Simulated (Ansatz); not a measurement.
**InHCl2O (SMILES [OH][In]([Cl])[Cl]): wB97X/def2-SVP (core potential)**

What is the electronic atomisation energy of InHCl2O at wB97X/def2-SVP (core potential)? 

The results are computed with Ansatz 0.2.0.

59 further runs of the same task are left out: 6 that didn't finish, 53 set aside as unsound or not needed.

**1. The molecule**

InHCl2O: 5 atoms, total charge 0, spin state singlet. SMILES: `[OH][In]([Cl])[Cl]`. The coordinates come from a PBE0-D4/def2-TZVP relaxation.

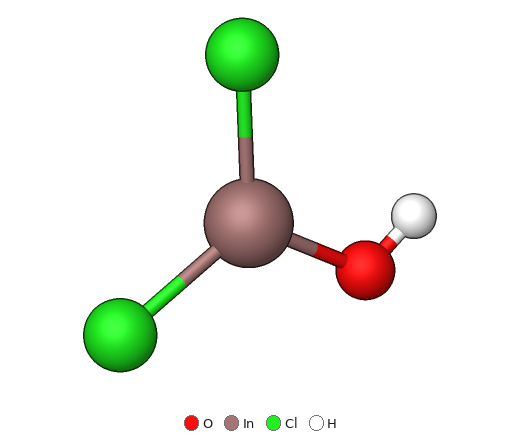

Viewed from a chosen angle; oxygen red, indium brown, chlorine green, hydrogen white.

**2. The energy at wB97X/def2-SVP (core potential)**

Input file input.yaml:

```yaml
crystal:
  periodic: [false, false, false]
  atoms:
    - {symbol: O, position_ang: [-0.347800, 1.510200, -0.137200]}
    - {symbol: In, position_ang: [-0.087900, -0.432900, -0.100800]}
    - {symbol: Cl, position_ang: [1.722600, -1.320600, 1.019900]}
    - {symbol: Cl, position_ang: [-1.580600, -1.801600, -1.170600]}
    - {symbol: H, position_ang: [0.343600, 1.971200, 0.347200]}
basis:
  gaussian:
    orbitals: def2-SVP
accuracy: high
output:
  orbitals: {seedname: orbitals}
hamiltonian:
  xc: {name: wB97X}
```

Run with:

```sh
ansatz run input.yaml --threads 1 --pin off --max-ram 3480MiB --events-out events.jsonl --progress --plain --runs-dir runs
```

The log of the run:

```text
Warning: RAYON_NUM_THREADS=1 ignored (pool sized by the plan → 1); use --threads N
Functional definition: wB97X
  name "wB97X"
  parameter omega = 0.3/bohr
  parameter cx = 0.157706
  parameter cx1 = 0.726479
  parameter cx2 = 1.04760
  parameter cx3 = -5.70635
  parameter cx4 = 13.2794
  parameter css1 = -4.33879
  parameter css2 = 18.2308
  parameter css3 = -31.7430
  parameter css4 = 17.2901
  parameter cos1 = 2.37031
  parameter cos2 = -11.3995
  parameter cos3 = 6.58405
  parameter cos4 = -3.78132
  exchange = spin_sum(e_x_unif_sr(omega)*poly(b97_u_x, 1 - cx, cx1, cx2, cx3, cx4)) + cx*exact_x_sr(omega)
      + exact_x_lr(omega)
  correlation = spin_sum(e_c_pw_same_spin*poly(b97_u_same, 1, css1, css2, css3, css4))
      + integral(e_c_pw_opposite_spin*poly(b97_u_opposite, 1, cos1, cos2, cos3, cos4))
1712 factors; integrals over basis functions are off by at most 8.7e-9 eV
356 factors; integrals over basis functions are off by at most 2.0e-9 eV
mean field evaluation 1: about -32271.0508 eV, gradient 5.1e1 eV
mean field evaluation 2: about -32267.1218 eV, gradient 7.0e1 eV
mean field evaluation 4: about -32276.2732 eV, gradient 1.8e0 eV
mean field evaluation 8: about -32276.3306 eV, gradient 1.2e-1 eV
mean field evaluation 16: about -32276.3307 eV, gradient 5.2e-5 eV
mean field -32276.33068963 eV, -1186.1332751612 hartree, gradient 6.8e-9 eV, S^2 0.000000; 0 other end points of the search recorded, 0 dependent functions left out
reference -32276.33068580 eV, -1186.1332750205 hartree; 32, 32 occupied and 49, 49 virtual orbitals, 1712 factors
Total energy: -32276.33068580 eV, -1186.1332750205 hartree
```

Run time: 28 s. Hardware: 1 thread of Arm Neoverse V2, shared host; peak memory 0.51 GiB.

**3. The Cl atom, same level**

Input file run.yaml:

```yaml
crystal:
  periodic: [false, false, false]
  atoms:
    - symbol: Cl
      position_ang: [0.000000, 0.000000, 0.000000]
basis:
  gaussian: {orbitals: def2-SVP}
hamiltonian: {xc: {name: wB97X}}
accuracy: high
magnetization: {spin_polarized: true, initial_magnetization: 1}
```

Run with:

```sh
ansatz run run.yaml --threads 1 --pin off --max-ram 3480MiB --events-out events.jsonl --progress --plain --runs-dir runs
```

The log of the run, cut to the lines that bear on the results:

```text
Warning: RAYON_NUM_THREADS=1 ignored (pool sized by the plan → 1); use --threads N
[... 2 set-up lines as earlier in the session ...]
[...]
      + exact_x_lr(omega)
[...]
      + integral(e_c_pw_opposite_spin*poly(b97_u_opposite, 1, cos1, cos2, cos3, cos4))
134 factors; integrals over basis functions are off by at most 2.6e-9 eV
54 factors; integrals over basis functions are off by at most 2.1e-9 eV
[...]
mean field -12516.97166464 eV, -459.9902243673 hartree, gradient 7.7e-9 eV, S^2 0.752072; 0 other end points of the search recorded, 0 dependent functions left out
reference -12516.97166380 eV, -459.9902243366 hartree; 9, 8 occupied and 9, 10 virtual orbitals, 134 factors
Total energy: -12516.97166380 eV, -459.9902243366 hartree
```

Run time: 3 s. Hardware: 1 thread of Arm Neoverse V2, shared host; peak memory 0.17 GiB.

**4. The H atom**

Input file input.yaml:

```yaml
crystal:
  periodic: [false, false, false]
  atoms:
    - {symbol: H, position_ang: [0.000000, 0.000000, 0.000000]}
basis:
  gaussian: {orbitals: def2-SVP}
magnetization: {spin_polarized: true, initial_magnetization: 1}
hamiltonian: {xc: {name: wB97X}}
accuracy: high
```

Run the same way, it converges to -0.50060 Eh (log not shown).

**5. The In atom, same level**

Input file job.yaml:

```yaml
crystal:
  periodic: [false, false, false]
  atoms:
    - {symbol: In, position_ang: [0.000000, 0.000000, 0.000000]}
basis:
  gaussian: {orbitals: def2-SVP}
magnetization: {spin_polarized: true, initial_magnetization: 1}
hamiltonian: {xc: {name: wB97X}}
accuracy: high
```

Run with:

```sh
ansatz run job.yaml --threads 1 --pin off --max-ram 3480MiB --events-out events.jsonl --progress --plain --runs-dir runs
```

The log of the run, cut to the lines that bear on the results:

```text
Warning: RAYON_NUM_THREADS=1 ignored (pool sized by the plan → 1); use --threads N
[... 2 set-up lines as earlier in the session ...]
[...]
      + exact_x_lr(omega)
[...]
      + integral(e_c_pw_opposite_spin*poly(b97_u_opposite, 1, cos1, cos2, cos3, cos4))
230 factors; integrals over basis functions are off by at most 1.2e-9 eV
102 factors; integrals over basis functions are off by at most 7.1e-10 eV
[...]
mean field -5173.95830582 eV, -190.1394607040 hartree, gradient 8.6e-9 eV, S^2 0.751574; 0 other end points of the search recorded, 0 dependent functions left out
reference -5173.95830569 eV, -190.1394606993 hartree; 11, 10 occupied and 15, 16 virtual orbitals, 230 factors
Total energy: -5173.95830569 eV, -190.1394606993 hartree
```

It took 7.2 s on 1 thread of Arm Neoverse V2, shared host; peak memory 0.29 GiB.

**6. The O atom at the same level**

Input file run.yaml:

```yaml
basis:
  gaussian:
    orbitals: def2-SVP
crystal:
  periodic: [false, false, false]
  atoms:
    - {symbol: O, position_ang: [0.000000, 0.000000, 0.000000]}
magnetization:
  spin_polarized: true
  initial_magnetization: 2
hamiltonian:
  xc: {name: wB97X}
accuracy: high
```

Run the same way, it converges to -74.98253 Eh (log not shown).

**7. Outcome**

At wB97X/def2-SVP (core potential):

| quantity | value |
| --- | --- |
| molecule: total energy | -1186.13328 Eh |
| molecule: HOMO energy | -11.45 eV |
| molecule: LUMO energy | -0.31 eV |
| molecule: HOMO–LUMO gap | 11.13 eV |
| Cl atom: total energy | -459.99022 Eh |
| Cl atom: ⟨S²⟩ | 0.752 |
| H atom: total energy | -0.50060 Eh |
| H atom: ⟨S²⟩ | 0.750 |
| In atom: total energy | -190.13946 Eh |
| In atom: ⟨S²⟩ | 0.752 |
| O atom: total energy | -74.98253 Eh |
| O atom: ⟨S²⟩ | 2.003 |
| electronic atomisation energy | 14.428 eV |

**Reading.** Taking the molecule apart into free atoms costs 14.43 eV (333 kcal/mol), before zero-point energy and without spin-orbit coupling.
